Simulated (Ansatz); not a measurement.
**AlCl (aluminium monochloride) at B2PLYP/aug-cc-pVTZ**

What is the vertical singlet–triplet gap of AlCl (aluminium monochloride) at B2PLYP/aug-cc-pVTZ? 

The results are computed with Ansatz 0.2.0.

34 further runs of the same task are left out: 34 set aside as unsound or not needed.

## Step 1: The system as given

AlCl has 2 atoms, charge 0, and is taken as a singlet. As SMILES, `[Al][Cl]`. The bond length is the measured one.

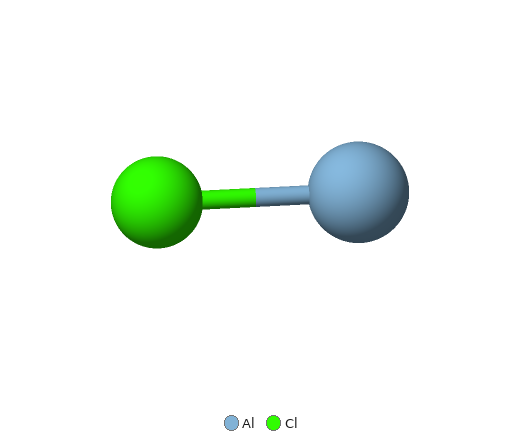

Viewed from a chosen angle; aluminium light blue, chlorine green.

## Step 2: The energy at B2PLYP/aug-cc-pVTZ

job.yaml reads:

```yaml
crystal:
  periodic: [false, false, false]
  atoms:
    - symbol: Al
      position_ang: [0.000000, 0.000000, 0.000000]
    - symbol: Cl
      position_ang: [0.000000, 0.000000, 2.130113]
basis:
  gaussian:
    orbitals: aug-cc-pVTZ
hamiltonian:
  xc: {name: B2PLYP}
correlation:
  frozen_orbitals: {Al: 5, Cl: 5}
accuracy: high
output: {orbitals: {seedname: orbitals}}
```

On the command line:

```console
$ ansatz run job.yaml --threads 1 --pin off --max-ram 3480MiB --events-out events.jsonl --progress --plain --runs-dir runs
```

Output:

```text
Warning: RAYON_NUM_THREADS=1 ignored (pool sized by the plan → 1); use --threads N
Functional definition: B2PLYP
  name "B2PLYP"
  parameter a = 0.53
  parameter c = 0.27
  exchange = (1 - a)*b88_x + a*exact_x
  correlation = (1 - c)*lyp_c + c*(mp2_os + mp2_ss)
1311 factors; integrals over basis functions are off by at most 4.0e-9 eV
mean field evaluation 1: about -19112.2716 eV, gradient 1.5e1 eV
mean field evaluation 2: about -19112.2750 eV, gradient 1.5e1 eV
mean field evaluation 4: about -19113.0120 eV, gradient 8.5e-1 eV
mean field evaluation 8: about -19113.0148 eV, gradient 9.8e-3 eV
mean field evaluation 16: about -19113.0148 eV, gradient 4.6e-7 eV
mean field -19113.01483555 eV, -702.3903399398 hartree, gradient 6.1e-8 eV, S^2 0.000000; 0 other end points of the search recorded, 0 dependent functions left out
10 core orbitals not correlated: weight in the atoms' cores, before any rotation towards them, 1.000 or more for the frozen orbitals, at most 0.000 for the correlated occupied ones
reference -19113.01485306 eV, -702.3903405832 hartree; 5, 5 occupied and 85, 85 virtual orbitals, 1311 factors
second order -8.23862548 eV of doubles, -0.00000000 eV of singles
Total energy: -19115.23928194 eV, -702.4720868368 hartree
```

Wall time 6 s (1 thread of AMD EPYC 7R13 (Zen 3), shared host); peak memory 0.22 GiB.

## Step 3: The triplet, same level

run.yaml reads:

```yaml
crystal:
  periodic: [false, false, false]
  atoms:
    - {symbol: Al, position_ang: [0.000000, 0.000000, 0.000000]}
    - {symbol: Cl, position_ang: [0.000000, 0.000000, 2.130113]}
basis:
  gaussian:
    orbitals: aug-cc-pVTZ
magnetization:
  spin_polarized: true
  initial_magnetization: 2
hamiltonian:
  xc: {name: B2PLYP}
correlation:
  frozen_orbitals: {Al: 5, Cl: 5}
accuracy: high
output:
  orbitals: {seedname: orbitals}
```

On the command line:

```console
$ ansatz run run.yaml --threads 1 --pin off --max-ram 3480MiB --events-out events.jsonl --progress --plain --runs-dir runs
```

Output (excerpt; [...] marks lines left out):

```text
Warning: RAYON_NUM_THREADS=1 ignored (pool sized by the plan → 1); use --threads N
[... 2 set-up lines as earlier in the session ...]
[...]
1311 factors; integrals over basis functions are off by at most 4.0e-9 eV
[...]
mean field -19110.23806760 eV, -702.2882955998 hartree, gradient 4.6e-8 eV, S^2 2.002408; 0 other end points of the search recorded, 0 dependent functions left out
10 core orbitals not correlated: weight in the atoms' cores, before any rotation towards them, 1.000 or more for the frozen orbitals, at most 0.000 for the correlated occupied ones
reference -19110.23808890 eV, -702.2882963826 hartree; 6, 4 occupied and 84, 86 virtual orbitals, 1311 factors
second order -7.41380619 eV of doubles, -0.00000000 eV of singles
Total energy: -19112.23981657 eV, -702.3618585177 hartree
```

Wall time 8.7 s (1 thread of AMD EPYC 7R13 (Zen 3), shared host); peak memory 0.31 GiB.

## Step 4: What came out

Level: B2PLYP/aug-cc-pVTZ, 10 core orbitals frozen.

```
                                                         quantity          value
                                            singlet: total energy  -702.47209 Eh
                       singlet: HOMO energy (SCF part's orbitals)       -7.74 eV
                       singlet: LUMO energy (SCF part's orbitals)       -0.72 eV
                     singlet: HOMO–LUMO gap (SCF part's orbitals)        7.02 eV
                                            triplet: total energy  -702.36186 Eh
triplet: HOMO energy (SCF part's orbitals) (highest over α and β)       -5.04 eV
 triplet: LUMO energy (SCF part's orbitals) (lowest over α and β)       -3.37 eV
                                                    triplet: ⟨S²⟩          2.002
                 vertical energy of the triplet above the singlet       2.999 eV
```

**Reading.** At this shape the triplet lies 3.00 eV (289 kJ/mol) above the singlet.
